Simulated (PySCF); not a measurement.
# C3H3F3 (3,3,3-trifluoropropene) at 5 levels

Aim: a comparison of 5 runs (HF/3-21G, B3LYP/3-21G, PBE0/def2-SVP, wB97X/6-31+G*, CCSD/6-31+G*) of C3H3F3 (3,3,3-trifluoropropene). Input form: a Python script.

The calculation is run with PySCF 2.14.0.

## Step 1: The structure to begin with

The species is C3H3F3 (9 atoms), meant as a singlet with charge 0. As SMILES, `C=CC(F)(F)F`. Geometry: relaxed at PBE0-D4/def2-TZVP.

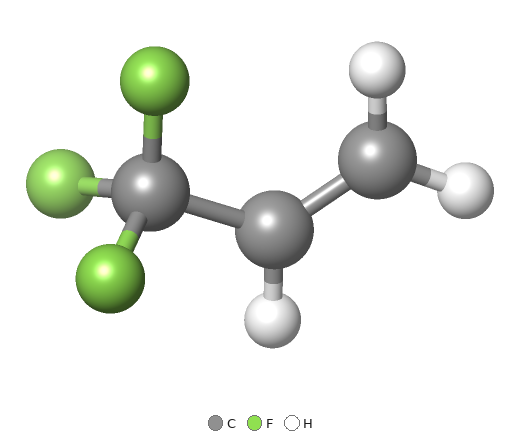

The structure, seen from a chosen angle (carbon grey, fluorine green, hydrogen white).

## Step 2: Energy and gradient at HF/3-21G (run 1)

The input, mol.xyz:

```xyz
9
C3H3F3
C      0.185110    -1.279250     0.558490
C     -0.498610    -0.194110     0.244670
C      0.092490     0.961700    -0.490280
F     -0.564360     1.187930    -1.638800
F      0.002970     2.088280     0.233990
F      1.380490     0.784820    -0.795380
H      1.229760    -1.386130     0.292520
H     -0.283400    -2.095970     1.093340
H     -1.544440    -0.067270     0.501440
```

The input, job.py:

```python
from pyscf import gto

mol = gto.Mole()
mol.atom = 'mol.xyz'
mol.basis = '3-21g'
mol.max_memory = 1860
mol.verbose = 3
mol.build()

mf = mol.RHF()
mf.conv_tol = 1e-10
mf.kernel()
if not mf.converged:
    mf = mf.newton().run(mf.mo_coeff, mf.mo_occ)

energy = mf.e_tot
print(f'total energy: {energy:.8f} hartree')
grad = mf.nuc_grad_method().kernel()
mf.analyze()
```

Launch:

```bash
OMP_NUM_THREADS=1 python job.py
```

The program printed:

```text
converged SCF energy = -411.414266077331
total energy: -411.41426608 hartree
--------------- RHF gradients ---------------
         x                y                z
0 C     0.0020321888    -0.0064322363     0.0024758837
1 C     0.0015127063     0.0063717478    -0.0035190741
2 C     0.0089028569     0.0150940190    -0.0099862308
3 F     0.0063031475    -0.0030074618     0.0098916478
4 F     0.0015665974    -0.0105448324    -0.0057557056
5 F    -0.0137005068     0.0046309654     0.0019413037
6 H     0.0082732730    -0.0006736315    -0.0021924540
7 H    -0.0047478162    -0.0061991568     0.0044236853
8 H    -0.0101424468     0.0007605866     0.0027209440
----------------------------------------------
**** MO energy ****
MO #1   energy= -26.2105129470295  occ= 2
MO #2   energy= -26.2003925373977  occ= 2
MO #3   energy= -26.199479977322   occ= 2
MO #4   energy= -11.4572855810782  occ= 2
MO #5   energy= -11.2176441078972  occ= 2
MO #6   energy= -11.2154728767993  occ= 2
MO #7   energy= -1.72612994353415  occ= 2
MO #8   energy= -1.62523799933925  occ= 2
MO #9   energy= -1.61751813799721  occ= 2
MO #10  energy= -1.11369308138917  occ= 2
MO #11  energy= -0.957929841444137 occ= 2
MO #12  energy= -0.858759513699841 occ= 2
MO #13  energy= -0.805724260437596 occ= 2
MO #14  energy= -0.800469922507941 occ= 2
MO #15  energy= -0.756821171287142 occ= 2
MO #16  energy= -0.690034316696291 occ= 2
MO #17  energy= -0.682453084883088 occ= 2
MO #18  energy= -0.654546601672571 occ= 2
MO #19  energy= -0.636556482749969 occ= 2
MO #20  energy= -0.634369053687923 occ= 2
MO #21  energy= -0.626409491793912 occ= 2
MO #22  energy= -0.604580680432393 occ= 2
MO #23  energy= -0.534888995372687 occ= 2
MO #24  energy= -0.423863446962438 occ= 2
MO #25  energy= 0.133515561925115  occ= 0
MO #26  energy= 0.26370610341406   occ= 0
MO #27  energy= 0.297676522020246  occ= 0
MO #28  energy= 0.347716010921324  occ= 0
MO #29  energy= 0.391200052465912  occ= 0
MO #30  energy= 0.442835208684725  occ= 0
MO #31  energy= 0.474106376949899  occ= 0
MO #32  energy= 0.512577820745788  occ= 0
MO #33  energy= 0.56462547354229   occ= 0
MO #34  energy= 0.862737533095732  occ= 0
MO #35  energy= 0.911211533623526  occ= 0
MO #36  energy= 0.913171027995937  occ= 0
MO #37  energy= 0.954856932677896  occ= 0
MO #38  energy= 1.01284655828898   occ= 0
MO #39  energy= 1.06640938246518   occ= 0
MO #40  energy= 1.07524837318074   occ= 0
MO #41  energy= 1.12837187293886   occ= 0
MO #42  energy= 1.23436565491703   occ= 0
MO #43  energy= 1.28207057978928   occ= 0
MO #44  energy= 1.34901144888942   occ= 0
MO #45  energy= 1.53396025653003   occ= 0
MO #46  energy= 1.65064108245075   occ= 0
MO #47  energy= 1.81385919810305   occ= 0
MO #48  energy= 2.02500309656504   occ= 0
MO #49  energy= 2.17133217469368   occ= 0
MO #50  energy= 2.25272549386625   occ= 0
MO #51  energy= 2.35718015802993   occ= 0
MO #52  energy= 2.36700571771842   occ= 0
MO #53  energy= 2.37094523748664   occ= 0
MO #54  energy= 2.40033453887151   occ= 0
MO #55  energy= 2.51538891543713   occ= 0
MO #56  energy= 2.5415983855334    occ= 0
MO #57  energy= 2.6167260846808    occ= 0
MO #58  energy= 3.93176353364506   occ= 0
MO #59  energy= 4.09980782966645   occ= 0
MO #60  energy= 4.71799610489498   occ= 0
 ** Mulliken atomic charges  **
charge of    0C =     -0.15061
charge of    1C =     -0.15314
charge of    2C =      0.79271
charge of    3F =     -0.28698
charge of    4F =     -0.28700
charge of    5F =     -0.28247
charge of    6H =      0.12312
charge of    7H =      0.11962
charge of    8H =      0.12476
Dipole moment(X, Y, Z, Debye): -0.65431, -2.55721,  1.42728
```

It took 1.5 s on 1 thread of Arm Neoverse V2, shared host; peak memory 0.13 GiB.

## Step 3: Energy and forces at B3LYP/3-21G (run 2)

The input, start.xyz:

```xyz
9

C      0.185110    -1.279250     0.558490
C     -0.498610    -0.194110     0.244670
C      0.092490     0.961700    -0.490280
F     -0.564360     1.187930    -1.638800
F      0.002970     2.088280     0.233990
F      1.380490     0.784820    -0.795380
H      1.229760    -1.386130     0.292520
H     -0.283400    -2.095970     1.093340
H     -1.544440    -0.067270     0.501440
```

The input, job.py:

```python
# C=CC(F)(F)F
import pyscf.grad
from pyscf import gto, dft

mol = gto.M(
    atom='start.xyz',
    spin=0,
    max_memory=1860,
    basis='3-21g',
    verbose=3,
)

ks = dft.RKS(mol)
ks.xc = 'b3lyp'
ks.conv_tol = 1e-10
ks.grids.level = 5
ks.kernel()
if not ks.converged:
    ks = ks.newton().run(ks.mo_coeff, ks.mo_occ)

etot = ks.e_tot
print('Final energy', etot)
grad = ks.Gradients().kernel()
ks.analyze()
```

Launch:

```bash
OMP_NUM_THREADS=1 python job.py
```

The program printed:

```text
converged SCF energy = -413.367833451893
Final energy -413.36783345189315
--------------- RKS gradients ---------------
         x                y                z
0 C    -0.0023722394     0.0038096742    -0.0011080057
1 C     0.0050328271    -0.0044026187     0.0005868822
2 C     0.0118356234     0.0223447475    -0.0143545949
3 F     0.0196030673    -0.0043188507     0.0291656732
4 F     0.0044771593    -0.0283394914    -0.0207693613
5 F    -0.0358496273     0.0106146784     0.0057728950
6 H    -0.0006329453    -0.0005850627     0.0004702600
7 H    -0.0011648173     0.0011223043    -0.0001835992
8 H    -0.0009323969    -0.0002528295     0.0004103837
----------------------------------------------
**** MO energy ****
MO #1   energy= -24.590485513074   occ= 2
MO #2   energy= -24.5810830635442  occ= 2
MO #3   energy= -24.5800589113772  occ= 2
MO #4   energy= -10.3666306931803  occ= 2
MO #5   energy= -10.1554104649451  occ= 2
MO #6   energy= -10.1521860348527  occ= 2
MO #7   energy= -1.31142287727843  occ= 2
MO #8   energy= -1.21607656065076  occ= 2
MO #9   energy= -1.20892295855251  occ= 2
MO #10  energy= -0.823135800292698 occ= 2
MO #11  energy= -0.695342038697853 occ= 2
MO #12  energy= -0.618523391867955 occ= 2
MO #13  energy= -0.574021991356789 occ= 2
MO #14  energy= -0.566788652245204 occ= 2
MO #15  energy= -0.542659399325842 occ= 2
MO #16  energy= -0.47759817167046  occ= 2
MO #17  energy= -0.435764927973109 occ= 2
MO #18  energy= -0.433553137864569 occ= 2
MO #19  energy= -0.420586329734163 occ= 2
MO #20  energy= -0.401996536357779 occ= 2
MO #21  energy= -0.399227990882785 occ= 2
MO #22  energy= -0.380027152015427 occ= 2
MO #23  energy= -0.361313846067222 occ= 2
MO #24  energy= -0.304739161919981 occ= 2
MO #25  energy= -0.0175174274422094 occ= 0
MO #26  energy= 0.113765103352633  occ= 0
MO #27  energy= 0.147356384648536  occ= 0
MO #28  energy= 0.183406291662873  occ= 0
MO #29  energy= 0.203870649279136  occ= 0
MO #30  energy= 0.225657728994233  occ= 0
MO #31  energy= 0.244607350006164  occ= 0
MO #32  energy= 0.319840772379887  occ= 0
MO #33  energy= 0.384767391591189  occ= 0
MO #34  energy= 0.623178174187705  occ= 0
MO #35  energy= 0.666094761870029  occ= 0
MO #36  energy= 0.676628275428727  occ= 0
MO #37  energy= 0.720424256181706  occ= 0
MO #38  energy= 0.759645605503318  occ= 0
MO #39  energy= 0.804697619047792  occ= 0
MO #40  energy= 0.815331248341257  occ= 0
MO #41  energy= 0.87077479093563   occ= 0
MO #42  energy= 0.986335866716524  occ= 0
MO #43  energy= 0.998805676817727  occ= 0
MO #44  energy= 1.05887057654948   occ= 0
MO #45  energy= 1.281812412789     occ= 0
MO #46  energy= 1.39571706636305   occ= 0
MO #47  energy= 1.55938570294844   occ= 0
MO #48  energy= 1.76364299142103   occ= 0
MO #49  energy= 1.78617522688254   occ= 0
MO #50  energy= 1.86803865244208   occ= 0
MO #51  energy= 1.95889220161028   occ= 0
MO #52  energy= 1.96529635333048   occ= 0
MO #53  energy= 1.96849386839489   occ= 0
MO #54  energy= 2.01070552734744   occ= 0
MO #55  energy= 2.1051112622044    occ= 0
MO #56  energy= 2.13295720593106   occ= 0
MO #57  energy= 2.22694676378713   occ= 0
MO #58  energy= 3.51837547534233   occ= 0
MO #59  energy= 3.68446091024786   occ= 0
MO #60  energy= 4.29203574121855   occ= 0
 ** Mulliken atomic charges  **
charge of    0C =     -0.18106
charge of    1C =     -0.14296
charge of    2C =      0.64725
charge of    3F =     -0.22986
charge of    4F =     -0.22989
charge of    5F =     -0.22580
charge of    6H =      0.12006
charge of    7H =      0.11929
charge of    8H =      0.12295
Dipole moment(X, Y, Z, Debye): -0.56240, -1.90084,  1.08403
```

Wall time 17 s (1 thread of Arm Neoverse V2, shared host); peak memory 0.61 GiB.

Run 3 isn't shown in full; the table further down has it.

## Step 4: Energy and gradient at wB97X/6-31+G(d) (spherical functions) (run 4)

The input, calc.py:

```python
from pyscf import gto, dft

system = gto.M(
    atom='''
C        0.185110      -1.279250       0.558490
C       -0.498610      -0.194110       0.244670
C        0.092490       0.961700      -0.490280
F       -0.564360       1.187930      -1.638800
F        0.002970       2.088280       0.233990
F        1.380490       0.784820      -0.795380
H        1.229760      -1.386130       0.292520
H       -0.283400      -2.095970       1.093340
H       -1.544440      -0.067270       0.501440
''',
    verbose=4,
    basis='6-31+g*',
    max_memory=1860,
)

mf = dft.RKS(system)
mf.xc = 'wb97x'
mf.conv_tol = 1e-10
mf.grids.level = 5
mf.kernel()
if not mf.converged:
    mf = mf.newton().run(mf.mo_coeff, mf.mo_occ)

e_tot = mf.e_tot
print('E(%s) = %.9f' % ('WB97X', e_tot))
grad = mf.nuc_grad_method().kernel()
dip = mf.dip_moment()
pop, q = mf.mulliken_pop()
```

Launch:

```bash
OMP_NUM_THREADS=1 python calc.py
```

The program printed:

```text
PySCF version 2.14.0

[... 78 lines left out ...]
converged SCF energy = -415.559239022818
[... 13 lines left out ...]
Dipole moment(X, Y, Z, Debye): -0.60835, -2.16793,  1.22632
[... 85 lines left out ...]
pop of  4 F 4pz           0.04878
pop of  4 F 3dxy          0.00267
pop of  4 F 3dyz          0.00613
pop of  4 F 3dz^2         0.00244
pop of  4 F 3dxz          0.00118
pop of  4 F 3dx2-y2       0.00418
pop of  5 F 1s            1.99745
pop of  5 F 2s            0.93540
pop of  5 F 3s            1.04061
pop of  5 F 4s            0.02350
pop of  5 F 2px           0.95710
pop of  5 F 2py           1.18429
pop of  5 F 2pz           1.17096
pop of  5 F 3px           0.52270
pop of  5 F 3py           0.68701
pop of  5 F 3pz           0.67751
pop of  5 F 4px           0.02090
pop of  5 F 4py           0.05841
pop of  5 F 4pz           0.05749
pop of  5 F 3dxy          0.00407
pop of  5 F 3dyz          0.00053
pop of  5 F 3dz^2         0.00228
pop of  5 F 3dxz          0.00418
pop of  5 F 3dx2-y2       0.00586
pop of  6 H 1s            0.52092
pop of  6 H 2s            0.24895
pop of  7 H 1s            0.52378
pop of  7 H 2s            0.25710
pop of  8 H 1s            0.52174
pop of  8 H 2s            0.24095
 ** Mulliken atomic charges  **
charge of    0C =     -0.36305
charge of    1C =     -0.17207
charge of    2C =      0.79153
charge of    3F =     -0.29632
charge of    4F =     -0.29639
charge of    5F =     -0.35025
charge of    6H =      0.23013
charge of    7H =      0.21911
charge of    8H =      0.23732
```

Run time: 77 s. Hardware: 1 thread of Arm Neoverse V2, shared host; peak memory 1.2 GiB.

## Step 5: The energy at CCSD/6-31+G(d) (spherical functions) (run 5)

The input, input.py:

```python
from pyscf import gto, scf, cc

system = gto.M(
    atom='''
C      0.349807    -2.417432     1.055393
C     -0.942236    -0.366815     0.462359
C      0.174781     1.817350    -0.926495
F     -1.066486     2.244862    -3.096883
F      0.005612     3.946277     0.442177
F      2.608748     1.483095    -1.503050
H      2.323910    -2.619406     0.552783
H     -0.535548    -3.960809     2.066113
H     -2.918569    -0.127122     0.947584
''',
    max_memory=1860,
    spin=0,
    charge=0,
    verbose=4,
    basis='6-31+g*',
    unit='bohr',
)

mf = scf.RHF(system)
mf.conv_tol = 1e-10
mf.kernel()
if not mf.converged:
    mf = mf.newton().run(mf.mo_coeff, mf.mo_occ)

mycc = cc.CCSD(mf, frozen=6)
mycc.kernel()
e_final = mycc.e_tot
print('E = %.10f Eh' % e_final)
mf.analyze()
```

Launch:

```bash
OMP_NUM_THREADS=1 python input.py
```

The program printed:

```text
PySCF version 2.14.0

[... 78 lines left out ...]
Init t2, MP2 energy = -414.560754343476  E_corr(MP2) -0.893171192884878
[... 28 lines left out ...]
MO #4   energy= -11.5191393142303  occ= 2
[... 10 lines left out ...]
MO #15  energy= -0.763856481743697 occ= 2
[... 10 lines left out ...]
MO #26  energy= 0.0878601181251804 occ= 0
[... 10 lines left out ...]
MO #37  energy= 0.227772084855592  occ= 0
[... 10 lines left out ...]
MO #48  energy= 0.439848104308551  occ= 0
[... 10 lines left out ...]
MO #59  energy= 0.881622596154836  occ= 0
[... 10 lines left out ...]
MO #70  energy= 1.38443841395047   occ= 0
[... 10 lines left out ...]
MO #81  energy= 1.9222925751153    occ= 0
[... 10 lines left out ...]
MO #92  energy= 2.18636011739124   occ= 0
[... 10 lines left out ...]
MO #103 energy= 2.65820841823975   occ= 0
[... 10 lines left out ...]
MO #114 energy= 3.61884386535514   occ= 0
[... 87 lines left out ...]
pop of  4 F 3dxy          0.00168
pop of  4 F 3dyz          0.00401
pop of  4 F 3dz^2         0.00127
pop of  4 F 3dxz          0.00063
pop of  4 F 3dx2-y2       0.00257
pop of  5 F 1s            1.99999
pop of  5 F 2s            1.83359
pop of  5 F 3s            0.00406
pop of  5 F 4s            0.00124
pop of  5 F 2px           1.57550
pop of  5 F 2py           1.94800
pop of  5 F 2pz           1.92676
pop of  5 F 3px           0.00153
pop of  5 F 3py           0.00473
pop of  5 F 3pz           0.00363
pop of  5 F 4px           0.00156
pop of  5 F 4py           0.00302
pop of  5 F 4pz           0.00303
pop of  5 F 3dxy          0.00218
pop of  5 F 3dyz          0.00018
pop of  5 F 3dz^2         0.00152
pop of  5 F 3dxz          0.00255
pop of  5 F 3dx2-y2       0.00383
pop of  6 H 1s            0.86370
pop of  6 H 2s            0.00983
pop of  7 H 1s            0.86791
pop of  7 H 2s            0.01004
pop of  8 H 1s            0.86520
pop of  8 H 2s            0.01006
 ** Mulliken atomic charges  **
charge of    0C =     -0.16323
charge of    1C =     -0.14537
charge of    2C =      0.89781
charge of    3F =     -0.32276
charge of    4F =     -0.32279
charge of    5F =     -0.31691
charge of    6H =      0.12647
charge of    7H =      0.12205
charge of    8H =      0.12474
Dipole moment(X, Y, Z, Debye): -0.62284, -2.38729,  1.33612
```

Wall time 1.7 min (1 thread of Arm Neoverse V2, shared host); peak memory 1.1 GiB.

## Step 6: All runs side by side

| run | level | integration grid | task | energy (Eh) | dipole moment (D) of the reference | HOMO energy (eV) | LUMO energy (eV) | wall time |
| --- | --- | --- | --- | --- | --- | --- | --- | --- |
| 1 | HF/3-21G | – | gradient | -411.414266 | 3.00 | -11.53 | 3.63 | 1.5 s |
| 2 | B3LYP/3-21G | 5 | gradient | -413.367833 | 2.26 | -8.29 | -0.48 | 17 s |
| 3 | PBE0/def2-SVP | 5 | gradient | -414.903201 | 2.29 | -8.73 | -0.62 | 35 s |
| 4 | wB97X/6-31+G* (spherical functions) | 5 | gradient | -415.559239 | 2.56 | -11.22 | 1.36 | 77 s |
| 5 | CCSD/6-31+G* (spherical functions) | – | energy | -414.588088 | 2.81 | -11.42 | 1.96 | 1.7 min |

## Step 7: Outcome

```
                                          quantity          value
                               run 5: total energy  -414.58809 Eh
       run 5: dipole moment (Hartree–Fock density)         2.81 D
        run 5: HOMO energy (Hartree–Fock orbitals)      -11.42 eV
        run 5: LUMO energy (Hartree–Fock orbitals)        1.96 eV
      run 5: HOMO–LUMO gap (Hartree–Fock orbitals)       13.38 eV
run 5: correlation energy (6 core orbitals frozen)     -920.5 mEh
                              run 5: T1 diagnostic          0.014
```

In words: Over runs 1, 2, 3, 4 the dipole moment (its size) runs from 2.26 D (B3LYP/3-21G) to 3.00 D (HF/3-21G). Over runs 1, 2, 3, 4 the HOMO–LUMO gap runs from 7.82 eV (B3LYP/3-21G) to 15.17 eV (HF/3-21G). Exact exchange widens orbital gaps. Totals of different functionals can't be ranked against each other. All runs together took 3.9 min, the longest 1.7 min.
